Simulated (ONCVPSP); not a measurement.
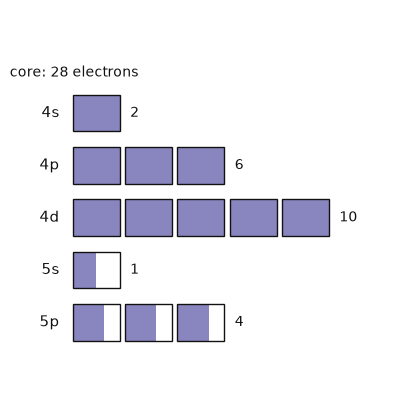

Figure 1. The valence shells of the reference configuration: a box for each of the 2l + 1 orbitals, shaded by the share of the shell that is filled, with the electron count at the right.

## Run report: Sb, pseudopotential generation

System: antimony (Sb, Z = 51), core [Ar] 3d10, reference valence 4s2 4p6 4d10 5s1 5p4, valence charge 23.
Method: ONCV potential, PBE, scalar-relativistic, made with ONCVPSP 4.0.1.

**Input**
```
# ATOM AND REFERENCE CONFIGURATION
# atsym  z   nc   nv     iexc    psfile
  Sb 51.00    6    5        4      upf
#
#   n    l    f
    1    0    2.00
    2    0    2.00
    2    1    6.00
    3    0    2.00
    3    1    6.00
    3    2   10.00
    4    0    2.00
    4    1    6.00
    4    2   10.00
    5    0    1.00
    5    1    4.00
#
# PSEUDOPOTENTIAL AND OPTIMIZATION
# lmax
    3
#
#   l,   rc,      ep,       ncon, nbas, qcut
    0    1.40    0.00    5    9    8.70
    1    1.55    0.00    5    9    7.50
    2    1.40    0.00    4    9   11.50
    3    1.25    0.36    4    9    8.80
#
# LOCAL POTENTIAL
# lloc, lpopt,  rc(5),   dvloc0
    4    5    1.15    0.00
#
# VANDERBILT-KLEINMAN-BYLANDER PROJECTORs
# l, nproj, debl
    0    2    3.40
    1    2    2.70
    2    2    3.80
    3    1    3.80
#
# MODEL CORE CHARGE
# icmod, fcfact, rcfact
    0    0.00    0.00
#
# LOG DERIVATIVE ANALYSIS
# epsh1, epsh2, depsh
   -7.00    5.00    0.04
#
# OUTPUT GRID
# rlmax, drl
    6.00    0.01
#
# TEST CONFIGURATIONS
# ncnf
    4
# nvcnf
#   n    l    f
    5
    4    0    2.00
    4    1    6.00
    4    2   10.00
    5    0    2.00
    5    1    3.00
#
    5
    4    0    2.00
    4    1    6.00
    4    2   10.00
    5    0    2.00
    5    1    2.00
#
    5
    4    0    2.00
    4    1    6.00
    4    2   10.00
    5    0    2.00
    5    1    1.00
#
    5
    4    0    2.00
    4    1    6.00
    4    2   10.00
    5    0    2.00
    5    1    0.00
#
```

Hardware: 1 CPU thread, shared host.

Command:
```bash
oncvpsp.x < Sb.dat > Sb.out
```

**Log (extracts)**
```
ONCVPSP  (Optimized Norm-Conservinng Vanderbilt PSeudopotential)
scalar-relativistic version 4.0.1

#   n    l    f        energy (Ha)
    1    0    2.00    -1.1137722E+03
    2    0    2.00    -1.6952828E+02
    2    1    6.00    -1.5219531E+02
    3    0    2.00    -3.3280315E+01
    3    1    6.00    -2.7630746E+01
    3    2   10.00    -1.9011879E+01
    4    0    2.00    -5.5234795E+00
    4    1    6.00    -3.7942120E+00
    4    2   10.00    -1.2827354E+00
    5    0    1.00    -5.0073549E-01
    5    1    4.00    -1.9868033E-01

Reference configufation results
  iterations    26
  all-electron total energy (Ha)   -6.48115270D+03

Begin loop to  construct optimized pseudo wave functions
and semi-local pseudopoentials for all angular momenta

Calculating optimized projector #   1

 for l=   0

    Fraction of norm inside rc  0.976218
    Optimizing pswf for qcut=   8.69 a_B^-1,  ecut=  37.77 Ha
    Residual kinetic energy error=  8.53D-05 Ha

    Energy error per electron        Cutoff
         Ha          eV             Ha
         0.01000     0.27211       24.88
         0.00100     0.02721       31.46
         0.00010     0.00272       37.81
         0.00001     0.00027      109.90

Calculating optimized projector #   2

 for l=   0

    Fraction of norm inside rc  0.118776
    Optimizing pswf for qcut=   8.69 a_B^-1,  ecut=  37.77 Ha
    Residual kinetic energy error=  8.69D-05 Ha

    Energy error per electron        Cutoff
         Ha          eV             Ha
         0.01000     0.27211       22.20
         0.00100     0.02721       30.78
         0.00010     0.00272       37.59
         0.00001     0.00027       93.25

Calculating optimized projector #   1

 for l=   1

    Fraction of norm inside rc  0.976083
    Optimizing pswf for qcut=   7.50 a_B^-1,  ecut=  28.13 Ha
    Residual kinetic energy error=  9.42D-05 Ha

    Energy error per electron        Cutoff
         Ha          eV             Ha
         0.01000     0.27211       19.92
         0.00100     0.02721       24.29
         0.00010     0.00272       28.04
         0.00001     0.00027       61.38

Calculating optimized projector #   2

 for l=   1

    Fraction of norm inside rc  0.076814
    Optimizing pswf for qcut=   7.50 a_B^-1,  ecut=  28.13 Ha
    Residual kinetic energy error=  1.62D-05 Ha

    Energy error per electron        Cutoff
         Ha          eV             Ha
         0.01000     0.27211       15.79
         0.00100     0.02721       21.11
         0.00010     0.00272       25.25
         0.00001     0.00027       30.95

   Wellstate for l =  2  n =  6
     eigenvalue =   2.5173
     asymptotic potential =   3.0173
     half-point radius =  3.0538

Calculating optimized projector #   1

 for l=   2

    Fraction of norm inside rc  0.834496
    Optimizing pswf for qcut=  11.49 a_B^-1,  ecut=  66.00 Ha
    Residual kinetic energy error=  1.88D-07 Ha

    Energy error per electron        Cutoff
         Ha          eV             Ha
         0.01000     0.27211       36.04
         0.00100     0.02721       44.94
         0.00010     0.00272       52.01
         0.00001     0.00027       57.67

Calculating optimized projector #   2

 for l=   2

    Fraction of norm inside rc  0.079612
    Optimizing pswf for qcut=  11.49 a_B^-1,  ecut=  66.00 Ha
    Residual kinetic energy error=  3.18D-07 Ha

    Energy error per electron        Cutoff
         Ha          eV             Ha
         0.01000     0.27211       33.43
         0.00100     0.02721       43.43
         0.00010     0.00272       51.67
         0.00001     0.00027       58.12

   Wellstate for l =  3  n =  4
     eigenvalue =   0.3600
     asymptotic potential =   0.8600
     half-point radius =  7.8125

Calculating optimized projector #   1

 for l=   3

    Fraction of norm inside rc  0.006896
    Optimizing pswf for qcut=   8.80 a_B^-1,  ecut=  38.75 Ha
    Residual kinetic energy error=  1.44D-04 Ha

    Energy error per electron        Cutoff
         Ha          eV             Ha
         0.01000     0.27211       15.81
         0.00100     0.02721       29.71
         0.00010     0.00272       41.54
         0.00001     0.00027      195.44

Construct Vanderbilt / Kleinmman-Bylander projectors

B matrix Hermiticity error, ll=   0
   1   2    1.0474E-03

  Orthonormal projector coefficients  1.3996E+01  2.0998E+00

B matrix Hermiticity error, ll=   1
   1   2    5.0822E-04

  Orthonormal projector coefficients  5.6874E+00  6.4911E-01

B matrix Hermiticity error, ll=   2
   1   2   -5.7468E-04

  Orthonormal projector coefficients -1.0835E+00 -2.1957E-01

Pseudoatom total energy -240.010247

Diagnostic tests using Vanderbilt-Kleinman-Bylander pseudopotentials
  1 or more projectors used as specified by nproj input data

   l    rcore       rmatch      e in        delta e   norm test  slope test

   0   1.4073158   1.4500449  -5.5234795   0.0000131   1.0002820   1.0002515
   0   1.4073158   1.4500449  -0.5007355   0.0000096   1.0000603   1.0000428

   1   1.5579633   1.6052665  -3.7942120   0.0000156   1.0002222   1.0002099
   1   1.5579633   1.6052665  -0.1986803   0.0000087   1.0000550   1.0000347

   2   1.4073158   1.4500449  -1.2827354  -0.0000480   1.0001855   1.0001868
   2   1.4073158   1.4500449   2.5172646   0.0000311   1.0003490   1.0003490

   3   1.2561165   1.2942549   0.3600000   0.0000526   1.0000092   1.0000092

 Testing for bound ghosts
   n   l    E NL Schr. Eq   E Basis Diag.   E Cutoff

   1   0       -5.523466       -5.523466    177.57
   2   0       -0.500726       -0.469105    177.57

   2   1       -3.794196       -3.794196    163.98
   3   1       -0.198672       -0.144895    163.98

   3   2       -1.282783       -1.282643    224.25

 Testing for highly-localized positive-energy ghosts
       l    <radius>/rc     E Basis Diag.   E Cutoff

Test configuration 0

   n   l     f        eae           eps        diff
   1   0  2.0000-1113.77220619
   2   0  2.0000 -169.52827626
   2   1  6.0000 -152.19530998
   3   0  2.0000  -33.28031527
   3   1  6.0000  -27.63074560
   3   2 10.0000  -19.01187887
   4   0  2.0000   -5.52347955   -5.52346645    1.31D-05
   4   1  6.0000   -3.79421204   -3.79419642    1.56D-05
   4   2 10.0000   -1.28273538   -1.28278342   -4.80D-05
   5   0  1.0000   -0.50073549   -0.50072588    9.61D-06
   5   1  4.0000   -0.19868033   -0.19867159    8.75D-06

    Total energies and differences
      AE_ref= -6.48115270D+03  AE_tst= -6.48115270D+03  dif=  0.00D+00
      PS_ref= -2.40010247D+02  PS_tst= -2.40010247D+02  dif=  2.61D-12
      PSP excitation error= -2.61D-12

Test configuration 1

   n   l     f        eae           eps        diff
   1   0  2.0000-1113.71769235
   2   0  2.0000 -169.47480926
   2   1  6.0000 -152.14197159
   3   0  2.0000  -33.22614957
   3   1  6.0000  -27.57660970
   3   2 10.0000  -18.95781436
   4   0  2.0000   -5.46955942   -5.46931367    2.46D-04
   4   1  6.0000   -3.74060781   -3.74039165    2.16D-04
   4   2 10.0000   -1.23138386   -1.23143680   -5.29D-05
   5   0  2.0000   -0.47152657   -0.47151226    1.43D-05
   5   1  3.0000   -0.17742736   -0.17741366    1.37D-05

    Total energies and differences
      AE_ref= -6.48115270D+03  AE_tst= -6.48145081D+03  dif= -2.98D-01
      PS_ref= -2.40010247D+02  PS_tst= -2.40308387D+02  dif= -2.98D-01
      PSP excitation error=  2.65D-05

Test configuration 2

   n   l     f        eae           eps        diff
   1   0  2.0000-1114.03413789
   2   0  2.0000 -169.78975401
   2   1  6.0000 -152.45709383
   3   0  2.0000  -33.54052377
   3   1  6.0000  -27.89099726
   3   2 10.0000  -19.27218047
   4   0  2.0000   -5.78291286   -5.78282458    8.83D-05
   4   1  6.0000   -4.05387737   -4.05370991    1.67D-04
   4   2 10.0000   -1.54373569   -1.54377166   -3.60D-05
   5   0  2.0000   -0.75847059   -0.75845598    1.46D-05
   5   1  2.0000   -0.44074538   -0.44071997    2.54D-05

    Total energies and differences
      AE_ref= -6.48115270D+03  AE_tst= -6.48114516D+03  dif=  7.54D-03
      PS_ref= -2.40010247D+02  PS_tst= -2.40002678D+02  dif=  7.57D-03
      PSP excitation error= -2.87D-05

Test configuration 3

   n   l     f        eae           eps        diff
   1   0  2.0000-1114.40503870
   2   0  2.0000 -170.15759820
   2   1  6.0000 -152.82527887
   3   0  2.0000  -33.90719696
   3   1  6.0000  -28.25769439
   3   2 10.0000  -19.63884373
   4   0  2.0000   -6.14729266   -6.14756113   -2.68D-04
   4   1  6.0000   -4.41798677   -4.41795293    3.38D-05
   4   2 10.0000   -1.90576267   -1.90577825   -1.56D-05
   5   0  2.0000   -1.08105357   -1.08105803   -4.46D-06
   5   1  1.0000   -0.73798249   -0.73795155    3.09D-05

    Total energies and differences
      AE_ref= -6.48115270D+03  AE_tst= -6.48055833D+03  dif=  5.94D-01
      PS_ref= -2.40010247D+02  PS_tst= -2.39415731D+02  dif=  5.95D-01
      PSP excitation error= -1.46D-04

Test configuration 4

   n   l     f        eae           eps        diff
   1   0  2.0000-1114.82081685
   2   0  2.0000 -170.56853830
   2   1  6.0000 -153.23674348
   3   0  2.0000  -34.31627465
   3   1  6.0000  -28.66680760
   3   2 10.0000  -20.04791085
   4   0  2.0000   -6.55256835   -6.55343322   -8.65D-04
   4   1  6.0000   -4.82272418   -4.82293305   -2.09D-04
   4   2 10.0000   -2.30697675   -2.30697794   -1.19D-06
   5   0  2.0000   -1.42976855   -1.42982609   -5.75D-05

    Total energies and differences
      AE_ref= -6.48115270D+03  AE_tst= -6.47966114D+03  dif=  1.49D+00
      PS_ref= -2.40010247D+02  PS_tst= -2.38518344D+02  dif=  1.49D+00
      PSP excitation error= -3.48D-04
```

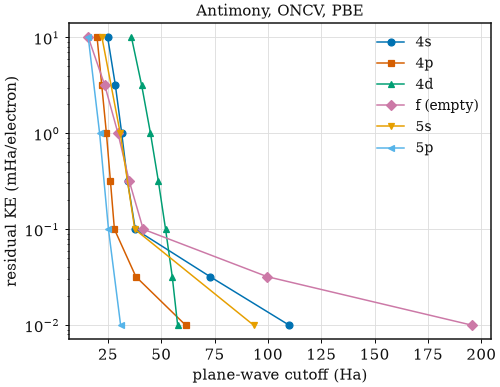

Figure 2. Residual kinetic energy of the pseudo-waves (the first of each channel, and further valence shells) beyond the plane-wave cutoff, as the generator prints it.

- Cutoffs for 1 mHa per electron: 4d: 45 Ha; 4s: 31 Ha; 5s: 31 Ha; f (empty): 30 Ha; 4p: 24 Ha; 5p: 21 Ha.
- Hardest wave at 1 mHa per electron: 4d, with rc = 1.40 bohr and qcut = 11.5 1/bohr. The optimisation minimises, but can't always remove, the kinetic energy above qcut²/2 = 66.1 Ha, and a larger rc would as a rule soften the wave at some cost in transferability.
- Cutoffs for the occupied states: 45 Ha for 1 mHa and 52 Ha for 0.1 mHa per electron. The first is set by 4d.

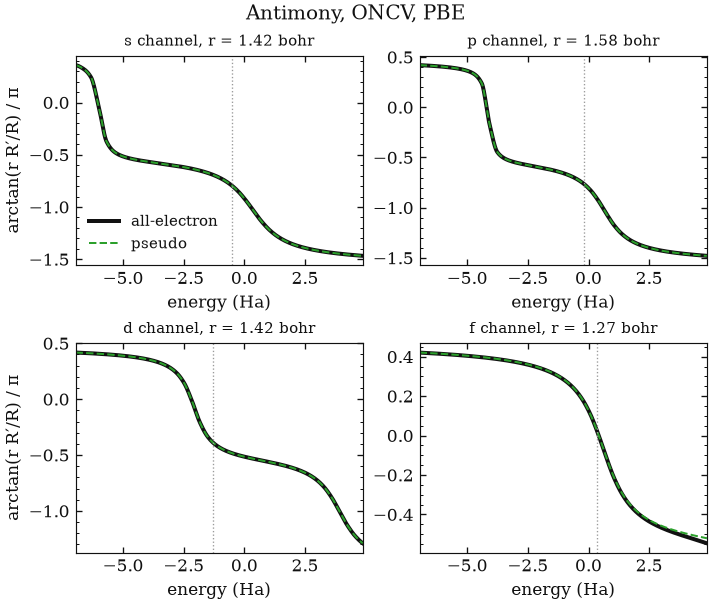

Figure 3. Unwrapped phase arctan(r R′/R) in units of π against energy, all-electron (solid) and pseudo (dashed); the pseudo phase is matched to the all-electron one at the reference energy. Here R(r) is the radial function. The dotted line marks the reference energy of the channel.

- Range over which the phases agree within 0.05 rad: s: over the whole range drawn; p: over the whole range drawn; d: over the whole range drawn; f: up to about 4.0 Ha.
- Ghost states: the plot shows none: the two phases stay within 0.08 rad of each other in all channels drawn. The separate test gives: no bound ghost flagged; no localised positive-energy state flagged.

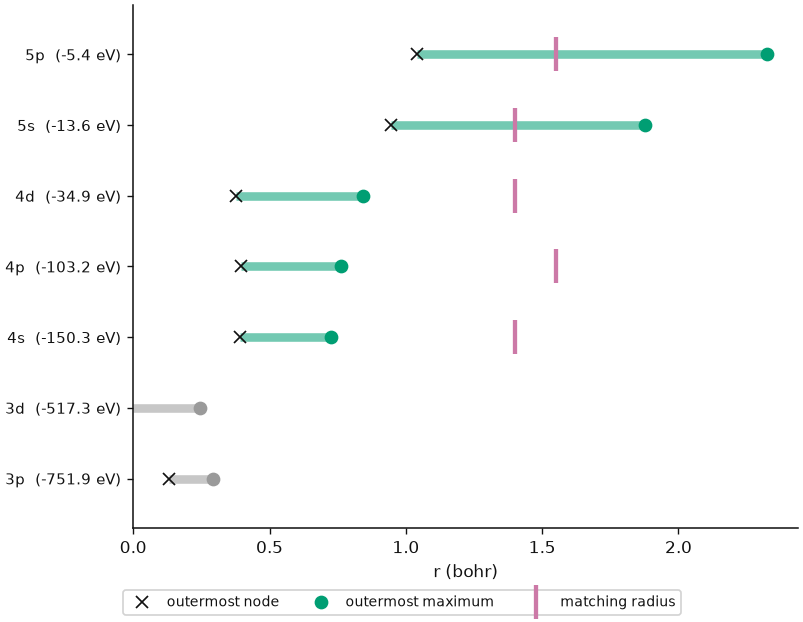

Figure 4. Outer shells of the all-electron reference atom: each bar runs from the outermost node (or the nucleus) to the outermost maximum of u(r); the tick is the radius chosen for the pseudo-wave. Shells without a tick have no pseudo-wave of their own. Levels, nodes and maxima are from ld1.x, scalar-relativistic.

- Radii against the shells: 4s: 1.40 bohr, outside the maximum; 4p: 1.55 bohr, outside the maximum; 4d: 1.40 bohr, outside the maximum; 5s: 1.40 bohr, between node and maximum; 5p: 1.55 bohr, between node and maximum.

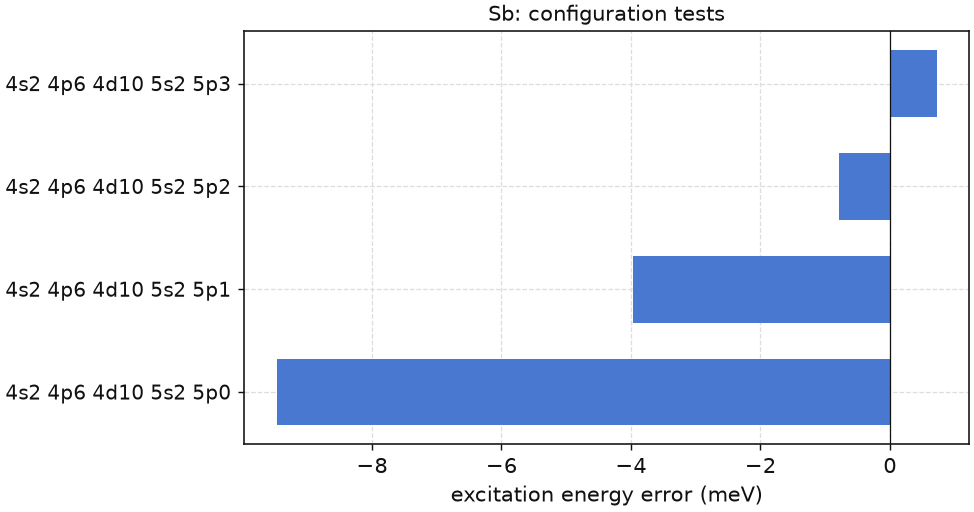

Figure 5. Errors, all-electron minus pseudo, of the energies of valence configurations relative to the unpolarised reference 4s2 4p6 4d10 5s1 5p4.

- Worst configuration: 4s2 4p6 4d10 5s2 5p0 (charge +3): the error is -9.5 meV on an all-electron energy of +40.59 eV relative to the reference, or 0.023 %.
- Errors in meV: 4s2 4p6 4d10 5s2 5p3: +0.7; 4s2 4p6 4d10 5s2 5p2: -0.8; 4s2 4p6 4d10 5s2 5p1: -4.0; 4s2 4p6 4d10 5s2 5p0: -9.5.

**Summary**

- outcome: generated
- cutoffs needed: 45 Ha and 52 Ha (the cutoffs at which the residual kinetic energy of the hardest occupied pseudo-wave falls to 1 and 0.1 mHa per electron)
- ghost test: no bound ghost flagged; no localised positive-energy state flagged
- largest excitation error: -9.5 meV (all-electron minus pseudo) for 4s2 4p6 4d10 5s2 5p0, out of 4 test configurations
- range over which the phases arctan(r R′/R) at the test radius agree within 0.05 rad (a looser test near the poles than one of phase shifts): s: over the whole range computed; p: over the whole range computed; d: over the whole range computed; f: up to about 4.0 Ha
- wall time: 8 s
